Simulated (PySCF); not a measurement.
SiMeH3 (CH$_{6}$Si).

PySCF calculation, ωB97X/6-311G**, gas phase; geometry: GFN2-xTB. No frequency check shows the geometry to be a minimum.

Cartesian coordinates (Å):

```
Si1      0.6450    0.0000    0.0000
C2      -1.2504   -0.0000    0.0000
H3      -1.6448    0.2807   -0.9727
H4      -1.6448    0.7021    0.7294
H5      -1.6449   -0.9827    0.2433
H6       1.1356   -0.3468    1.3363
H7       1.1357    1.3306   -0.3679
H8       1.1356   -0.9839   -0.9685
```

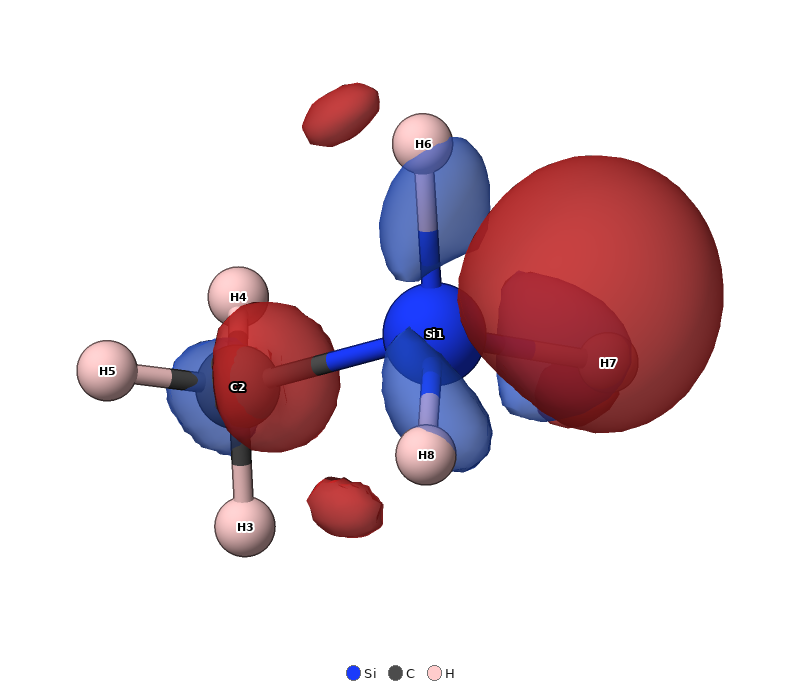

Fukui function f⁺ = ρ(N+1) − ρ(N) at fixed geometry, surfaces at ±0.02 e/Å³ (red positive, blue negative).

**On which atoms does the density change most on addition of an electron?**

f⁺ (Hirshfeld-condensed) is largest on Si1 (0.38); the vertical electron affinity is −2.71 eV (the stability of the anion's solution wasn't checked; negative, but this basis has no diffuse functions, so it doesn't show that the anion is unbound). Condensed values hint at sites of nucleophilic attack but needn't mark the atom that reacts. Orbital relaxation makes it negative in places (0.12 e in all).

```csv
atom,f⁺,charge
Si1,+0.38,+0.34
C2,+0.08,−0.23
H3,+0.09,+0.05
H4,+0.09,+0.05
H5,+0.09,+0.05
H6,+0.09,−0.09
H7,+0.09,−0.09
H8,+0.09,−0.09
```

Cost of the run: 62 s on 1 thread of Arm Neoverse V1 (shared host), peak memory 0.45 GiB.
